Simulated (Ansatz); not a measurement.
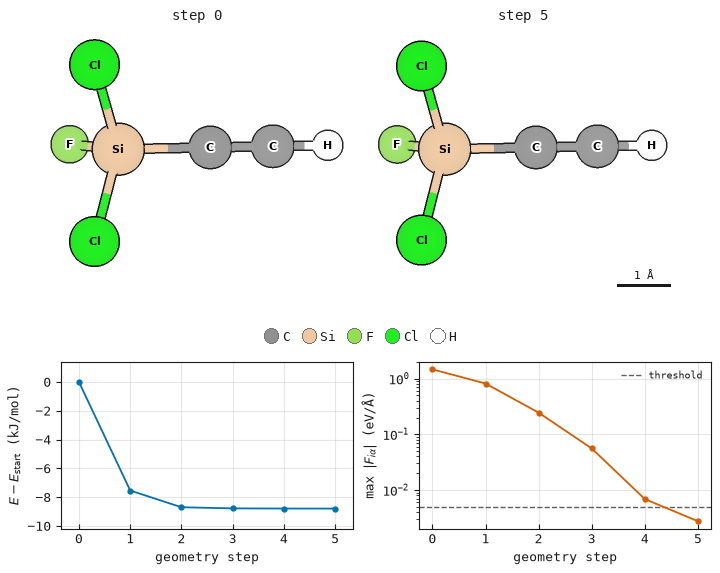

First and last geometry of a relaxation of C2HCl2FSi, with the history of the run. A ball-and-stick model, seen at a tilt.

The start comes from PBE-D4/def2-SVP.

Method: RKS PBE0-D4/def2-TZVP (Ansatz 0.2.0).

Input file:
```yaml
crystal:
  periodic: [false, false, false]
  atoms:
    - {symbol: C, position_ang: [1.604402, -0.433545, 1.191352]}
    - {symbol: C, position_ang: [0.637796, -0.207621, 0.469622]}
    - {symbol: Si, position_ang: [-0.787036, 0.130624, -0.595421]}
    - {symbol: F, position_ang: [-1.529944, -1.265371, -0.961749]}
    - {symbol: Cl, position_ang: [-0.183568, 1.006816, -2.347707]}
    - {symbol: Cl, position_ang: [-2.137663, 1.333398, 0.369715]}
    - {symbol: H, position_ang: [2.457312, -0.632301, 1.828489]}
basis:
  gaussian: {orbitals: def2-TZVP}
hamiltonian: {xc: pbe0, dispersion: d4}
relax: {f_tol: 0.005, max_steps: 150}
```

### What do the curves and the structures tell?

It converged. The largest move after the best rigid fit is that of H7, 0.044 Å. By element the largest moves are H 0.044 Å, F 0.043 Å, Cl 0.038 Å, C 0.027 Å, Si 0.010 Å. Near-neighbour distances that change, for instance: Si3–F4 1.623 → 1.578 Å, Si3–Cl5 2.050 → 2.020 Å, C1–C2 1.227 → 1.204 Å, C1–H7 1.083 → 1.067 Å. Over 5 geometry steps the energy falls by 8.79 kJ/mol. Largest force component: 1.5 eV/Å at the start, 0.0028 eV/Å at the end. The run took about 50 core-seconds on a shared host.

```json
{"step": "0", "E − E(0), kJ/mol": "0.00", "largest force component, eV/Å": "1.4650"}
{"step": "1", "E − E(0), kJ/mol": "-7.53", "largest force component, eV/Å": "0.8157"}
{"step": "2", "E − E(0), kJ/mol": "-8.70", "largest force component, eV/Å": "0.2445"}
{"step": "3", "E − E(0), kJ/mol": "-8.77", "largest force component, eV/Å": "0.0556"}
{"step": "4", "E − E(0), kJ/mol": "-8.78", "largest force component, eV/Å": "0.0069"}
{"step": "5", "E − E(0), kJ/mol": "-8.79", "largest force component, eV/Å": "0.0028"}
```
